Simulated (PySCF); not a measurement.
# C8H11N: magnetic properties

What do calculations give for the magnetic properties of C8H11N (`C#C[C@@H](C=C=C)N(C)C`)?

Computed with PySCF 2.14.0 and routines of our own; the level stands in each step. Atoms count from 0.

## Step 1: The starting structure

20 atoms, charge 0, multiplicity 1; geometry from: GFN2-xTB.

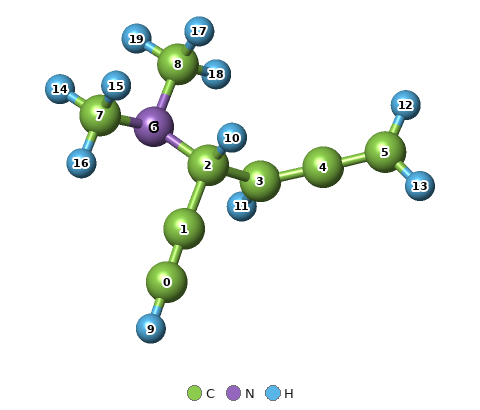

The starting geometry (carbon green, nitrogen purple, hydrogen blue).

## Step 2: Magnetic properties: GIAO B3LYP/pcSseg-1

Job settings and geometry (Å):

```
{"job": {"kind": "mag", "xc": "B3LYP", "basis": "pcSseg-1", "isotopologues": 0}, "charge": 0, "multiplicity": 1}
C      1.329520    -1.022276    -2.620316
C      0.813947    -0.689477    -1.592693
C      0.243033    -0.264959    -0.322846
C      1.137793     0.831529     0.217016
C      1.857460     0.702648     1.286649
C      2.557466     0.542237     2.363577
N     -1.119502     0.239976    -0.499687
C     -1.978178    -0.745705    -1.120537
C     -1.675276     0.692319     0.757324
H      1.770382    -1.320650    -3.524191
H      0.264793    -1.129977     0.373069
H      1.150965     1.739436    -0.369432
H      2.175438     0.814319     3.335284
H      3.560844     0.147424     2.335337
H     -2.960267    -0.302340    -1.280150
H     -2.097678    -1.652642    -0.504460
H     -1.561055    -1.031020    -2.084795
H     -1.766987    -0.120281     1.497434
H     -1.042686     1.472758     1.177262
H     -2.665159     1.107359     0.573119
```

Level: GIAO B3LYP/pcSseg-1 magnetisability, rotational g tensor and spin-rotation constants, non-relativistic, gas phase.

On the command line:

```console
> OMP_NUM_THREADS=1 python excited_run.py task.json out
```

One launch serves the whole session: the jobs run in the order shown.

The program printed:

```text
coarse grid: 16576 points
cycle   1  E = -365.8910135890  dE =  1.168e+00  |g| = 5.106e-01  |ddm| = 4.348e+00
cycle   2  E = -365.8918361724  dE = -8.226e-04  |g| = 5.165e-01  |ddm| = 1.191e+00
cycle   3  E = -365.9587541261  dE = -6.692e-02  |g| = 8.587e-02  |ddm| = 5.756e-01
cycle   4  E = -365.9598402877  dE = -1.086e-03  |g| = 4.802e-02  |ddm| = 1.175e-01
cycle   5  E = -365.9603000800  dE = -4.598e-04  |g| = 2.031e-02  |ddm| = 4.715e-02
cycle   6  E = -365.9603949550  dE = -9.488e-05  |g| = 5.011e-03  |ddm| = 1.978e-02
cycle   7  E = -365.9604001806  dE = -5.226e-06  |g| = 1.348e-03  |ddm| = 5.233e-03
final grid: 159752 points
cycle   8  E = -366.0355550491  dE = -5.109e-05  |g| = 6.598e-03  |ddm| = 5.372e-02
cycle   9  E = -366.0355523522  dE =  2.697e-06  |g| = 7.351e-03  |ddm| = 1.258e-02
cycle  10  E = -366.0355660277  dE = -1.368e-05  |g| = 1.208e-03  |ddm| = 6.672e-03
cycle  11  E = -366.0355663681  dE = -3.404e-07  |g| = 3.274e-04  |ddm| = 1.048e-03
cycle  12  E = -366.0355663854  dE = -1.736e-08  |g| = 1.921e-04  |ddm| = 3.817e-04
cycle  13  E = -366.0355663938  dE = -8.411e-09  |g| = 5.638e-05  |ddm| = 1.935e-04
cycle  14  E = -366.0355663946  dE = -7.691e-10  |g| = 8.871e-06  |ddm| = 5.243e-05
converged SCF energy = -366.0355663946

Magnetisability tensor (1e-30 J/T^2)
    -1429.21      -10.27       31.28
      -10.27    -1403.63      -59.72
       31.28      -59.72    -1455.06
isotropic -1429.30   principal values   -1500.67  -1432.24  -1355.00
isotropic susceptibility -86.074 1e-6 cm^3/mol

Inertial axes            a          b          c
rot. const./GHz      2.0836     1.2318     0.8263
chi total           -86.351    -89.363    -82.510
chi diamagnetic    -708.511  -1111.201  -1590.528
chi paramagnetic    622.160   1021.839   1508.018
quadrupole/D A        2.613      3.856     -6.469
g nuclear            0.5994     0.5870     0.5822
g electronic        -0.6090    -0.5913    -0.5854
g total             -0.0096    -0.0043    -0.0032

Spin-rotation constants (kHz, H = +C I.J)
atom  isotope        aa         bb         cc
  6    14N        0.108      0.062      0.048
  9     1H       -0.205      0.005     -0.097
 10     1H       -0.198     -0.141      0.032
 11     1H       -0.218     -0.143      0.072
 12     1H       -0.150      0.047     -0.089
 13     1H       -0.104      0.006     -0.079
 14     1H       -0.102     -0.041     -0.079
 15     1H       -0.220     -0.136      0.022
 16     1H       -0.147      0.029     -0.089
 17     1H       -0.226     -0.124      0.015
 18     1H        0.006     -0.121     -0.057
 19     1H       -0.078     -0.056     -0.080
  0    13C*       0.595      0.137      0.265
  1    13C*       0.708      0.048      0.321
  2    13C*       0.450      0.275      0.182
  3    13C*       0.582      0.208      0.314
  4    13C*       0.937      0.597      0.375
  5    13C*       0.441      0.440      0.121
  7    13C*       0.325      0.279      0.159
* in the singly substituted isotopologue
```

Run time: 28 s. Hardware: 1 thread of AMD EPYC 9R45, shared host; peak memory 1 GiB.

In short:

| quantity | value |
| --- | --- |
| magnetisability | -1429·10⁻³⁰ J/T² |
| molar susceptibility | -86.1·10⁻⁶ cm³/mol |
| rotational g (a, b, c) | -0.0096, -0.0043, -0.0032 |

## Step 3: Magnetic properties: GIAO wB97X/cc-pVDZ

The job, as its differences from that of step 2:

```diff
@@ -1,2 +1,2 @@
-{"job": {"kind": "mag", "xc": "B3LYP", "basis": "pcSseg-1", "isotopologues": 0}, "charge": 0, "multiplicity": 1}
+{"job": {"kind": "mag", "xc": "wB97X", "basis": "cc-pVDZ"}, "charge": 0, "multiplicity": 1}
 C      1.329520    -1.022276    -2.620316
```

With the program's defaults for keys left out, this is: GIAO wB97X/cc-pVDZ magnetisability, rotational g tensor and spin-rotation constants, non-relativistic, gas phase.

The program printed:

```text
coarse grid: 16576 points
cycle   1  E = -365.9117309879  dE =  1.723e+00  |g| = 3.681e-01  |ddm| = 8.521e+00
cycle   2  E = -365.9430821301  dE = -3.135e-02  |g| = 2.247e-01  |ddm| = 1.103e+00
cycle   3  E = -365.9535417017  dE = -1.046e-02  |g| = 7.634e-02  |ddm| = 4.248e-01
cycle   4  E = -365.9547988302  dE = -1.257e-03  |g| = 3.566e-02  |ddm| = 1.701e-01
cycle   5  E = -365.9551167155  dE = -3.179e-04  |g| = 6.765e-03  |ddm| = 6.110e-02
cycle   6  E = -365.9551290963  dE = -1.238e-05  |g| = 2.238e-03  |ddm| = 1.504e-02
cycle   7  E = -365.9551307278  dE = -1.632e-06  |g| = 6.637e-04  |ddm| = 5.623e-03
final grid: 159752 points
cycle   8  E = -365.9827937041  dE = -1.103e-04  |g| = 3.352e-03  |ddm| = 1.122e-01
cycle   9  E = -365.9827970033  dE = -3.299e-06  |g| = 1.790e-03  |ddm| = 1.430e-02
cycle  10  E = -365.9827977144  dE = -7.111e-07  |g| = 6.532e-04  |ddm| = 4.376e-03
cycle  11  E = -365.9827978272  dE = -1.128e-07  |g| = 2.468e-04  |ddm| = 1.759e-03
cycle  12  E = -365.9827978425  dE = -1.535e-08  |g| = 5.148e-05  |ddm| = 4.399e-04
cycle  13  E = -365.9827978435  dE = -9.102e-10  |g| = 3.167e-05  |ddm| = 1.581e-04
cycle  14  E = -365.9827978438  dE = -3.575e-10  |g| = 7.696e-06  |ddm| = 8.105e-05
converged SCF energy = -365.9827978438

Magnetisability tensor (1e-30 J/T^2)
    -1437.47      -10.34       31.54
      -10.34    -1420.88      -55.42
       31.54      -55.42    -1462.56
isotropic -1440.30   principal values   -1507.20  -1442.32  -1371.39
isotropic susceptibility -86.737 1e-6 cm^3/mol

Inertial axes            a          b          c
rot. const./GHz      2.0836     1.2318     0.8263
chi total           -86.763    -89.805    -83.644
chi diamagnetic    -706.489  -1109.107  -1588.749
chi paramagnetic    619.726   1019.302   1505.105
quadrupole/D A        2.516      3.637     -6.153
g nuclear            0.5994     0.5870     0.5822
g electronic        -0.6066    -0.5899    -0.5843
g total             -0.0072    -0.0029    -0.0021

Spin-rotation constants (kHz, H = +C I.J)
atom  isotope        aa         bb         cc
  6    14N        0.083      0.048      0.038
  9     1H       -0.208      0.002     -0.097
 10     1H       -0.201     -0.140      0.031
 11     1H       -0.221     -0.145      0.071
 12     1H       -0.155      0.047     -0.091
 13     1H       -0.108      0.005     -0.081
 14     1H       -0.106     -0.043     -0.079
 15     1H       -0.221     -0.135      0.022
 16     1H       -0.152      0.025     -0.090
 17     1H       -0.227     -0.125      0.014
 18     1H        0.001     -0.124     -0.058
 19     1H       -0.083     -0.058     -0.080
  0    13C*       0.510      0.116      0.227
  1    13C*       0.604      0.037      0.273
  2    13C*       0.372      0.227      0.153
  3    13C*       0.512      0.158      0.276
  4    13C*       0.805      0.526      0.330
  5    13C*       0.379      0.393      0.089
  7    13C*       0.262      0.229      0.132
* in the singly substituted isotopologue
```

Wall time 34 s (1 thread of AMD EPYC 9R45, shared host); peak memory 0.91 GiB.

In short:

| quantity | value |
| --- | --- |
| magnetisability | -1440·10⁻³⁰ J/T² |
| molar susceptibility | -86.7·10⁻⁶ cm³/mol |
| rotational g (a, b, c) | -0.0072, -0.0029, -0.0021 |

## Step 4: The levels compared

| level | ξ (10⁻³⁰ J/T²) | g(a) | g(b) | gap (eV) | functions | time |
| --- | --- | --- | --- | --- | --- | --- |
| GIAO B3LYP/pcSseg-1 | -1429 | -0.0096 | -0.0043 | 6.07 | 208 | 28 s |
| GIAO wB97X/cc-pVDZ | -1440 | -0.0072 | -0.0029 | 11.17 | 181 | 34 s |

## Step 5: Results

| quantity | value |
| --- | --- |
| magnetisability (step 2, GIAO B3LYP/pcSseg-1) | -1429·10⁻³⁰ J/T² |
| molar susceptibility (step 2, GIAO B3LYP/pcSseg-1) | -86.1·10⁻⁶ cm³/mol |
| rotational g (a, b, c) (step 2, GIAO B3LYP/pcSseg-1) | -0.0096, -0.0043, -0.0032 |
| magnetisability over the levels | -1440 to -1429·10⁻³⁰ J/T² |

The magnetisability spreads by 0.8 % over 2 levels of like cost. Two levels can agree by chance, so this spread shows no convergence. Vibrational averaging and real surroundings are missing from these values.
